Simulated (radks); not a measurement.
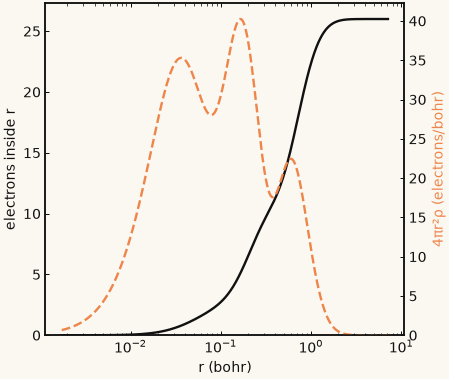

System: Cu³⁺ (Z = 29, 26 electrons), configuration [Ar] 3d8 (high spin). Level of theory: scalar-relativistic Kohn-Sham, TASK exchange with Perdew-Wang LDA correlation, spin-polarised, spherical densities, finite nucleus. Computed with the in-house radial solver radks.

The plot shows the number of electrons inside radius r (solid) and the radial density 4πr²ρ (dashed).

Q: Read the plot.

Answer: The count levels off at 26 electrons. Half of them lie within 0.492 bohr, 90 % within 1.11 bohr and 99 % within 1.85 bohr. The radial density has minima at 0.0780 and 0.377 bohr, where the count stands at 2.1 and 10.8; these part the shells that the density resolves.
